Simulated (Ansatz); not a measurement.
**Al wire along [110], 19 atoms a period: bands along the axis**

What gap, if any, does the Al wire along [110], 19 atoms a period have, and how many channels would it open?

Method: DFT PBE, plane waves, PAW; relaxation of a wire's period; PAW set soft_1, in the first sound run; inputs show where later runs differ, in Ansatz 0.2.0.

### Step 1. Set-up

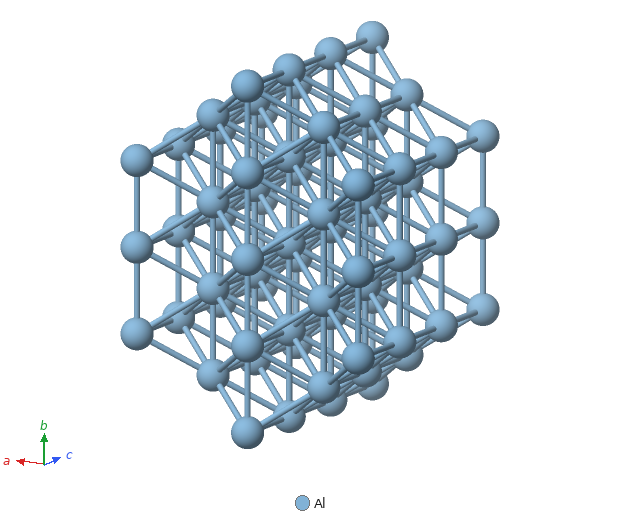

Start, viewed at a slant to the c axis; aluminium light blue. 1×1×3 cells are drawn. Some periodic images of atoms are drawn too.

The cell holds 19 atoms: 19 Al. Its edges and angles: a = 14.880 Å, b = 18.227 Å, c = 2.857 Å, α = 90.0°, β = 90.0°, γ = 90.0°. Vacuum lies along a and b. The structure's axis is c.

### Step 2. The relaxed wire

Band widths follow the bond lengths, so the wire is relaxed first. The atoms and the third cell vector are free; the box across stays fixed as vacuum. A Fermi-Dirac smearing is set since the result may be a metal. The pressure printed is a third of the stress's trace over the whole box, vacuum included; only the stress along the axis is relaxed.

input.yaml reads:

```yaml
crystal:
  lattice:
    - [14.88, 0.0, 0.0]
    - [0.0, 18.227, 0.0]
    - [0.0, 0.0, 2.856711396]
  atoms:
    - { symbol: Al, position: [0.228494624, 0.34326611, 0.0] }
    - { symbol: Al, position: [0.228494624, 0.499995764, 0.0] }
    - { symbol: Al, position: [0.5, 0.34326611, 0.0] }
    - { symbol: Al, position: [0.5, 0.186536457, 0.0] }
    - { symbol: Al, position: [0.5, 0.499995764, 0.0] }
    - { symbol: Al, position: [0.771505376, 0.34326611, 0.0] }
    - { symbol: Al, position: [0.771505376, 0.499995764, 0.0] }
    - { symbol: Al, position: [0.364247312, 0.264901284, 0.5] }
    - { symbol: Al, position: [0.364247312, 0.421630937, 0.5] }
    - { symbol: Al, position: [0.364247312, 0.578360591, 0.5] }
    - { symbol: Al, position: [0.364247312, 0.735090244, 0.5] }
    - { symbol: Al, position: [0.635752688, 0.264901284, 0.5] }
    - { symbol: Al, position: [0.635752688, 0.421630937, 0.5] }
    - { symbol: Al, position: [0.635752688, 0.578360591, 0.5] }
    - { symbol: Al, position: [0.635752688, 0.735090244, 0.5] }
    - { symbol: Al, position: [0.228494624, 0.656725418, 0.0] }
    - { symbol: Al, position: [0.5, 0.656725418, 0.0] }
    - { symbol: Al, position: [0.5, 0.813455071, 0.0] }
    - { symbol: Al, position: [0.771505376, 0.656725418, 0.0] }
kpoints:
  mp_grid: { grid: [1, 1, 29] }
scf:
  occupations: { method: fermi_dirac, width: 0.05 }
hamiltonian:
  xc: pbe
  pseudopotentials: { kind: paw, azcp: { folder: soft_1 } }
relax:
  cell: { fix: [a, b, alpha, beta, gamma] }
  max_steps: 45
  f_tol: 0.03
```

Launch:

```
$ ansatz run input.yaml --threads 4 --pin off --max-ram 16384MiB --backend cpu --events-out ev --progress --plain --runs-dir out
```

Numbers of over 12 decimals in the logs are rounded to 6 here.

The log of the run:

```text
Engine: ansatz 0.2.0, aarch64-unknown-linux-gnu
Pseudopotentials: kind: paw
Pseudopotential: Al, paw, valence charge 3, recommended cutoff 420 eV (normal), soft_1/Al.paw.azcp
Functional definition: PBE
  parameter kappa = 0.804
  parameter beta = 0.066725
  exchange = pbe_x(kappa = kappa, mu = beta*pi^2/3)
  correlation = pbe_c(beta = beta)
Crystal: 19 atoms, lattice volume = 774.791 Å³
Basis set: ecut = 420 eV, 15153 PW (Γ), exchange–correlation on 200×250×40 points (8 copies of the dense FFT grid, shifted against one another)
Bands: 48, of which v1, the nominal top of the filled ones, is band 29 counted from 1 (28 counted from 0)
Symmetry: 8 space group operations
Space group: Pmmm (ITA 47), of the structure as read, at distance tolerance 9.2e-5 Å
k-points: 15 of 29
Non-local potential: Al, projectors of the file, l = 0: 2, l = 1: 2, l = 2: 1
PAW form: soft (Blöchl's): semilocal exchange-correlation on the pseudo side does not see the compensation charge
PAW one-centre angular grid: Al, 110 points (default); XC on 64 Gauss nodes
Initial density: superposition of atomic densities (neutral atoms: chi_scale 0, normalization atom)
Initial wavefunctions: pseudopotential atomic-orbital guess
Functional: x = pbe(κ = 0.804, μ = 0.219515), c = pbe(β = 0.066725)
SCF iter   1: F=—  HF=-10209.963947 eV  |F-HF|=—  |Δ(HF+E_count)|=         —  Δρ=1.95e-2  dr2=3.29e1  ethr=3.10e-3  ⟨swp⟩=8.9  Hψ=4311  notcnv=0  defer=21
preconditioner: auto → LDOS  [metal: Δε(μ)=0.027 eV  Ē_g=6.295 eV  σ=0.050 eV  W_gap=0.13  n_scr=66 (ndim 8)  ℏωp=10.1 eV  f_vac=0.350  D(μ)=8.50/eV (n_scr^D=42)  β→1.0]
SCF iter   2: F=—  HF=-10206.509991 eV  |F-HF|=—  |Δ(HF+E_count)|=    3.45e0  Δρ=1.10e-2  dr2=5.62e0  ethr=3.10e-3  ⟨swp⟩=4.7  Hψ=1948  notcnv=0  defer=109
SCF iter   3: F=—  HF=-10206.070675 eV  |F-HF|=—  |Δ(HF+E_count)|=   4.39e-1  Δρ=1.95e-3  dr2=1.75e-1  ethr=3.10e-3  ⟨swp⟩=3.5  Hψ=1388  notcnv=0  defer=110
SCF iter   4: F=—  HF=-10206.048843 eV  |F-HF|=—  |Δ(HF+E_count)|=   2.18e-2  Δρ=4.97e-4  dr2=7.04e-3  ethr=3.07e-4  ⟨swp⟩=3.3  Hψ=1292  notcnv=0  defer=102
SCF iter   5: F=—  HF=-10206.048643 eV  |F-HF|=—  |Δ(HF+E_count)|=   2.00e-4  Δρ=1.35e-4  dr2=3.42e-4  ethr=1.23e-5  ⟨swp⟩=2.1  Hψ=1066  notcnv=0  defer=102
SCF iter   6: F=—  HF=-10206.048745 eV  |F-HF|=—  |Δ(HF+E_count)|=   1.02e-4  Δρ=3.22e-5  dr2=2.87e-5  ethr=5.99e-7  ⟨swp⟩=2.3  Hψ=1022  notcnv=0  defer=102
SCF iter   7: F=—  HF=-10206.048496 eV  |F-HF|=—  |Δ(HF+E_count)|=   2.49e-4  Δρ=7.63e-6  dr2=9.68e-7  ethr=5.03e-8  ⟨swp⟩=2.1  Hψ=1023  notcnv=0  defer=102
SCF iter   8: F=-10206.048496 eV  HF=-10206.048496 eV  |F-HF|=4.47e-8  |Δ(HF+E_count)|=   2.54e-7  Δρ=1.91e-6  dr2=7.50e-8  ethr=1.75e-10  ⟨swp⟩=6.1  Hψ=2617  notcnv=0
SCF 1 converged in 8 iterations: F = -10206.048496 eV  dr2 = 7.50e-8
  greatest PAW one-centre occupation: 0.488 electrons in one spin orbital (limit 2), on the Al atom at site 17 (counted from 0), in its partial waves of l = 0
relax step   1: F+E_penalty+E_count = -10206.04849623 eV  Δ(F+E_penalty+E_count) = +0.000e0 eV  max|allowed force component| = 1.733e-1 eV/Å  Δτ_max = 0.0000 Å  P = -1.002 GPa  Ω = 774.791 Å³  fix = [a, b, alpha, beta, gamma]  reactions: a +0.215, b -0.573 GPa  (8 SCF iters, dr2 threshold 1.00e-7 eV, accepted)
Crystal: 19 atoms, lattice volume = 737.129 Å³
Basis set: ecut = 420 eV, 14545 PW (Γ), exchange–correlation on 200×250×40 points (8 copies of the dense FFT grid, shifted against one another)
Initial density: handed on by an earlier stage of this run
Initial wavefunctions: those handed on with the density
iter 1 solved again at ethr=7.83e-4 eV; its pass at ethr=3.10e-3 eV (dr2=4.46e-1 eV) is discarded
SCF iter   1: F=—  HF=-10206.479429 eV  |F-HF|=—  |Δ(HF+E_count)|=         —  Δρ=3.53e-3  dr2=4.59e-1  ethr=7.83e-4  ⟨swp⟩=4.3  Hψ=3999  notcnv=0
preconditioner: auto → LDOS  [metal: Δε(μ)=0.021 eV  Ē_g=6.170 eV  σ=0.050 eV  W_gap=0.10  n_scr=70 (ndim 8)  ℏωp=10.3 eV  f_vac=0.381  D(μ)=10.02/eV (n_scr^D=50)  β→1.0]
SCF iter   2: F=—  HF=-10206.407723 eV  |F-HF|=—  |Δ(HF+E_count)|=   7.17e-2  Δρ=1.16e-3  dr2=4.31e-2  ethr=7.83e-4  ⟨swp⟩=3.7  Hψ=1316  notcnv=0  defer=3
SCF iter   3: F=—  HF=-10206.407488 eV  |F-HF|=—  |Δ(HF+E_count)|=   2.34e-4  Δρ=4.23e-4  dr2=5.94e-3  ethr=7.57e-5  ⟨swp⟩=2.2  Hψ=1338  notcnv=0  defer=13
SCF iter   4: F=—  HF=-10206.406884 eV  |F-HF|=—  |Δ(HF+E_count)|=   6.04e-4  Δρ=1.35e-4  dr2=5.33e-4  ethr=1.04e-5  ⟨swp⟩=2.4  Hψ=1151  notcnv=0  defer=14
SCF iter   5: F=—  HF=-10206.406420 eV  |F-HF|=—  |Δ(HF+E_count)|=   4.64e-4  Δρ=3.83e-5  dr2=4.10e-5  ethr=9.35e-7  ⟨swp⟩=2.2  Hψ=1011  notcnv=0  defer=14
SCF iter   6: F=-10206.406416 eV  HF=-10206.406416 eV  |F-HF|=5.71e-7  |Δ(HF+E_count)|=   3.98e-6  Δρ=7.84e-6  dr2=1.20e-6  ethr=3.33e-9  ⟨swp⟩=4.2  Hψ=3059  notcnv=0
SCF 2 converged in 6 iterations: F = -10206.406416 eV  dr2 = 1.20e-6
  greatest PAW one-centre occupation: 0.484 electrons in one spin orbital (limit 2), on the Al atom at site 18 (counted from 0), in its partial waves of l = 0
relax step   2: F+E_penalty+E_count = -10206.40641568 eV  Δ(F+E_penalty+E_count) = -3.579e-1 eV  max|allowed force component| = 1.042e-1 eV/Å  Δτ_max = 0.1173 Å  P = +0.263 GPa  Ω = 737.129 Å³  energy of the carried Pulay correction = +3.431e-3 eV  fix = [a, b, alpha, beta, gamma]  reactions: a +0.226, b +0.243 GPa  (6 SCF iters, dr2 threshold 1.90e-6 eV, accepted)
Crystal: 19 atoms, lattice volume = 739.527 Å³
Basis set: ecut = 420 eV, 14553 PW (Γ), exchange–correlation on 200×250×40 points (8 copies of the dense FFT grid, shifted against one another)
iter 1 solved again at ethr=2.45e-4 eV; its pass at ethr=3.10e-3 eV (dr2=1.40e-1 eV) is discarded
SCF iter   1: F=—  HF=-10206.431733 eV  |F-HF|=—  |Δ(HF+E_count)|=         —  Δρ=1.10e-3  dr2=1.36e-1  ethr=2.45e-4  ⟨swp⟩=3.6  Hψ=2871  notcnv=0  defer=4
preconditioner: auto → LDOS  [metal: Δε(μ)=0.012 eV  Ē_g=6.094 eV  σ=0.050 eV  W_gap=0.06  n_scr=70 (ndim 8)  ℏωp=10.3 eV  f_vac=0.383  D(μ)=8.82/eV (n_scr^D=50)  β→1.0]
SCF iter   2: F=—  HF=-10206.421049 eV  |F-HF|=—  |Δ(HF+E_count)|=   1.07e-2  Δρ=3.82e-4  dr2=1.83e-3  ethr=2.39e-4  ⟨swp⟩=2.4  Hψ=886  notcnv=0  defer=1
SCF iter   3: F=—  HF=-10206.421032 eV  |F-HF|=—  |Δ(HF+E_count)|=   1.73e-5  Δρ=9.70e-5  dr2=5.21e-4  ethr=3.21e-6  ⟨swp⟩=2.5  Hψ=1298  notcnv=0  defer=4
SCF iter   4: F=—  HF=-10206.420593 eV  |F-HF|=—  |Δ(HF+E_count)|=   4.39e-4  Δρ=3.43e-5  dr2=9.05e-5  ethr=9.15e-7  ⟨swp⟩=1.6  Hψ=866  notcnv=0  defer=4
SCF iter   5: F=—  HF=-10206.420589 eV  |F-HF|=—  |Δ(HF+E_count)|=   3.04e-6  Δρ=7.55e-6  dr2=1.83e-6  ethr=1.59e-7  ⟨swp⟩=1.7  Hψ=736  notcnv=0  defer=4
SCF iter   6: F=-10206.420590 eV  HF=-10206.420590 eV  |F-HF|=5.20e-8  |Δ(HF+E_count)|=   6.46e-7  Δρ=2.02e-6  dr2=9.89e-8  ethr=1.19e-9  ⟨swp⟩=5.9  Hψ=2555  notcnv=0
SCF 3 converged in 6 iterations: F = -10206.420590 eV  dr2 = 9.89e-8
relax step   3: F+E_penalty+E_count = -10206.42059008 eV  Δ(F+E_penalty+E_count) = -1.417e-2 eV  max|allowed force component| = 3.737e-2 eV/Å  Δτ_max = 0.0546 Å  P = -0.018 GPa  Ω = 739.527 Å³  energy of the carried Pulay correction = +3.208e-3 eV  fix = [a, b, alpha, beta, gamma]  reactions: a +0.040, b -0.025 GPa  (6 SCF iters, dr2 threshold 6.79e-7 eV, accepted)
Crystal: 19 atoms, lattice volume = 739.138 Å³
iter 1 solved again at ethr=8.08e-6 eV; its pass at ethr=3.10e-3 eV (dr2=4.61e-3 eV) is discarded
SCF iter   1: F=—  HF=-10206.422078 eV  |F-HF|=—  |Δ(HF+E_count)|=         —  Δρ=2.26e-4  dr2=4.89e-3  ethr=8.08e-6  ⟨swp⟩=1.6  Hψ=2417  notcnv=0
preconditioner: auto → LDOS  [metal: Δε(μ)=0.012 eV  Ē_g=6.112 eV  σ=0.050 eV  W_gap=0.06  n_scr=70 (ndim 8)  ℏωp=10.3 eV  f_vac=0.384  D(μ)=9.51/eV (n_scr^D=50)  β→1.0]
SCF iter   2: F=—  HF=-10206.421649 eV  |F-HF|=—  |Δ(HF+E_count)|=   4.29e-4  Δρ=8.80e-5  dr2=1.17e-4  ethr=8.08e-6  ⟨swp⟩=1.3  Hψ=732  notcnv=0
SCF iter   3: F=—  HF=-10206.421640 eV  |F-HF|=—  |Δ(HF+E_count)|=   8.24e-6  Δρ=3.07e-5  dr2=3.51e-5  ethr=2.05e-7  ⟨swp⟩=2.4  Hψ=1217  notcnv=0
SCF iter   4: F=—  HF=-10206.421222 eV  |F-HF|=—  |Δ(HF+E_count)|=   4.19e-4  Δρ=5.62e-6  dr2=5.72e-7  ethr=6.16e-8  ⟨swp⟩=2.1  Hψ=1002  notcnv=0
SCF iter   5: F=-10206.421222 eV  HF=-10206.421222 eV  |F-HF|=6.93e-10  |Δ(HF+E_count)|=   1.12e-8  Δρ=1.58e-6  dr2=3.11e-8  ethr=1.53e-10  ⟨swp⟩=6.2  Hψ=2643  notcnv=0
SCF 4 converged in 5 iterations: F = -10206.421222 eV  dr2 = 3.11e-8
  greatest PAW one-centre occupation: 0.483 electrons in one spin orbital (limit 2), on the Al atom at site 18 (counted from 0), in its partial waves of l = 0
relax step   4: F+E_penalty+E_count = -10206.42122160 eV  Δ(F+E_penalty+E_count) = -6.315e-4 eV  max|allowed force component| = 6.214e-3 eV/Å  Δτ_max = 0.0113 Å  P = +0.045 GPa  Ω = 739.138 Å³  energy of the carried Pulay correction = +3.244e-3 eV  fix = [a, b, alpha, beta, gamma]  reactions: a +0.132, b -0.008 GPa  (5 SCF iters, dr2 threshold 8.73e-8 eV, accepted)
Initial wavefunctions: pseudopotential atomic-orbital guess (no wavefunctions were taken with the density)
iter 1 solved again at ethr=5.82e-6 eV; its pass at ethr=3.10e-3 eV (dr2=3.32e-3 eV) is discarded
SCF iter   1: F=—  HF=-10206.419538 eV  |F-HF|=—  |Δ(HF+E_count)|=         —  Δρ=1.86e-5  dr2=7.67e-7  ethr=5.82e-6  ⟨swp⟩=5.3  Hψ=6555  notcnv=0  defer=12
eigensolver tolerance schedule: the retry pair's looser diagonalisation over-reported the residual by 4324.96 of it (diagonalisation noise at an unbounded share of the residual, at the tolerance the schedule requests for it); recorded, not acted on — ethr = c·dr2/N_el stays at c = 1.0e-1
preconditioner: auto → LDOS  [metal: Δε(μ)=0.007 eV  Ē_g=6.107 eV  σ=0.050 eV  W_gap=0.04  n_scr=70 (ndim 8)  ℏωp=10.3 eV  f_vac=0.384  D(μ)=9.42/eV (n_scr^D=50)  β→1.0]
SCF iter   2: F=—  HF=-10206.419142 eV  |F-HF|=—  |Δ(HF+E_count)|=   3.96e-4  Δρ=5.53e-6  dr2=1.16e-6  ethr=1.35e-9  ⟨swp⟩=4.3  Hψ=1977  notcnv=0  defer=8
SCF iter   3: F=—  HF=-10206.419142 eV  |F-HF|=—  |Δ(HF+E_count)|=   1.80e-7  Δρ=1.38e-6  dr2=3.18e-8  ethr=1.35e-9  ⟨swp⟩=2.2  Hψ=912  notcnv=0  defer=6
SCF iter   4: F=—  HF=-10206.419142 eV  |F-HF|=—  |Δ(HF+E_count)|=   5.84e-9  Δρ=2.26e-7  dr2=1.40e-9  ethr=5.58e-11  ⟨swp⟩=2.1  Hψ=1076  notcnv=0  defer=6
SCF iter   5: F=—  HF=-10206.419142 eV  |F-HF|=—  |Δ(HF+E_count)|=  3.22e-10  Δρ=9.09e-8  dr2=1.94e-10  ethr=1.00e-12  ⟨swp⟩=5.9  Hψ=2587  notcnv=0
SCF iter   6: F=-10206.419142 eV  HF=-10206.419142 eV  |F-HF|=5.46e-12  |Δ(HF+E_count)|=  3.64e-12  Δρ=2.24e-8  dr2=1.36e-11  ethr=1.00e-12  ⟨swp⟩=4.9  Hψ=2099  notcnv=0
SCF 5 converged in 6 iterations: F = -10206.419142 eV  dr2 = 1.36e-11
relax step   5: F+E_penalty+E_count = -10206.41914204 eV  Δ(F+E_penalty+E_count) = +2.080e-3 eV  max|allowed force component| = 6.205e-3 eV/Å  Δτ_max = 0.0000 Å  P = +0.039 GPa  Ω = 739.138 Å³  fix = [a, b, alpha, beta, gamma]  reactions: a +0.129, b -0.012 GPa  stress off target by 1.77e-3 GPa on what of the cell is left free  SCF on the basis re-selected at this cell (its energy is not comparable with the rows above)  (6 SCF iters)
basis re-selected at this cell: Δ(F+E_penalty+E_count) = +2.080e-3 eV, ΔP = -0.006 GPa vs the last step (what re-selecting the basis moved, of the pressure what is left beyond the Pulay correction that the steps carried, after the strain that the cell walked since its last selection, with what the two solves' SCF thresholds leave and, on support functions, any second-order correction that the steps lacked; it is no m [...]
SCF converged after 6 iterations
Free energy (F): -10206.419142 eV
Harris-Foulkes:  -10206.419142 eV  (|F-HF|=5.46e-12)
Internal energy: -10206.343528 eV  (E = F + TS)
E sigma→0 (E₀):  -10206.381335 eV
Entropy (-TS):   -0.075614 eV (-3.980 meV/atom)
Fermi energy:    1.092836 eV
--- Per-component energies (eV) ---
  E_band       = -169.525274
  E_kinetic    = 407.460900
  E_local      = -5492.328575  (includes V_loc(G=0)·N_el)
  E_nonlocal   = 195.023633
  E_hartree    = 2661.386726
  E_xc         = -702.407669
  E_vxc        = -535.468215  (∫ρ·V_xc dr)
  E_paw        = -8919.153004  (= ΣΔE_a)
  E_vpaw       = -66.986230  (= ΣTr[D̂ρ^β])
  E_aug_tail   = -0.000040  (compensation charges beyond the density's cutoff)
  E_ewald      = 1643.674501
  E_smearing   = -0.075614  (= −TS)
  E_closure    = 0.000000  (closes the sum)
  Σ components = -10206.419142   (vs F -10206.419142, Δ=0.00e0)
--- Forces (eV/Å), atoms counted from 1 ---
  atom   1  Al    -0.00501464    -0.00041415     0.00000000
  atom   2  Al    -0.00239631     0.00000000     0.00000000
  atom   3  Al     0.00000000    -0.00620512     0.00000000
  atom   4  Al     0.00000000     0.00182252     0.00000000
  atom   5  Al     0.00000000     0.00000000     0.00000000
  atom   6  Al     0.00501464    -0.00041415     0.00000000
  atom   7  Al     0.00239631     0.00000000     0.00000000
  atom   8  Al     0.00188231     0.00325658     0.00000000
  atom   9  Al    -0.00293669    -0.00106995     0.00000000
  atom  10  Al    -0.00293669     0.00106995     0.00000000
  atom  11  Al     0.00188231    -0.00325658     0.00000000
  atom  12  Al    -0.00188231     0.00325658     0.00000000
  atom  13  Al     0.00293669    -0.00106995     0.00000000
  atom  14  Al     0.00293669     0.00106995     0.00000000
  atom  15  Al    -0.00188231    -0.00325658     0.00000000
  atom  16  Al    -0.00501464     0.00041415     0.00000000
  atom  17  Al     0.00000000     0.00620512     0.00000000
  atom  18  Al     0.00000000    -0.00182252     0.00000000
  atom  19  Al     0.00501464     0.00041415     0.00000000
  max |Σ_I F_I| component: 9.22e-19 eV/Å
--- Stress (GPa, compression-positive) ---
        0.128924       0.000000       0.000000
        0.000000      -0.012295       0.000000
        0.000000       0.000000       0.001774
  P = ⅓ Tr σ = 0.0395 GPa (0.395 kbar)
--- Relaxed structure (4 steps of the walk, 4 accepted, 1 SCFs on fresh bases) ---
  F+E_penalty+E_count = -10206.41914204 eV   max|allowed force component| = 6.205e-3 eV/Å   (the final SCF, on the basis selected at the relaxed cell)
  cell:  # Å, volume = 739.1384 Å³
    - [14.88, 0.0, 0.0]
    - [0.0, 18.227, 0.0]
    - [0.0, 0.0, 2.725258]
  atoms:
    - { symbol: Al, position: [0.223246, 0.344402, 0.0] }
    - { symbol: Al, position: [0.221506, 0.499996, 0.0] }
    - { symbol: Al, position: [0.5, 0.344798, 0.0] }
    - { symbol: Al, position: [0.5, 0.193084, 0.0] }
    - { symbol: Al, position: [0.5, 0.499996, 0.0] }
    - { symbol: Al, position: [0.776754, 0.344402, 0.0] }
    - { symbol: Al, position: [0.778494, 0.499996, 0.0] }
    - { symbol: Al, position: [0.356259, 0.264972, 0.500000] }
    - { symbol: Al, position: [0.361595, 0.421247, 0.500000] }
    - { symbol: Al, position: [0.361595, 0.578745, 0.500000] }
    - { symbol: Al, position: [0.356259, 0.735020, 0.500000] }
    - { symbol: Al, position: [0.643741, 0.264972, 0.500000] }
    - { symbol: Al, position: [0.638405, 0.421247, 0.500000] }
    - { symbol: Al, position: [0.638405, 0.578745, 0.500000] }
    - { symbol: Al, position: [0.643741, 0.735020, 0.500000] }
    - { symbol: Al, position: [0.223246, 0.655590, 0.0] }
    - { symbol: Al, position: [0.5, 0.655193, 0.0] }
    - { symbol: Al, position: [0.5, 0.806907, 0.0] }
    - { symbol: Al, position: [0.776754, 0.655590, 0.0] }
```

The job ended after 39 s (4 threads of Arm Neoverse V2, shared host; peak memory 1.5 GiB; 2.5 min of CPU time).

(Continued in part 2 of 2.)

[Logs are printed without paths, hosts, clocks, repeated set-up lines and the standing remarks that a program may print on its own settings, such as how far it seeks lower states.]

[Hosts, paths, dates, database ids (printed as entryN), source tags and the programs' standing remarks are cut or masked in the printed files.]
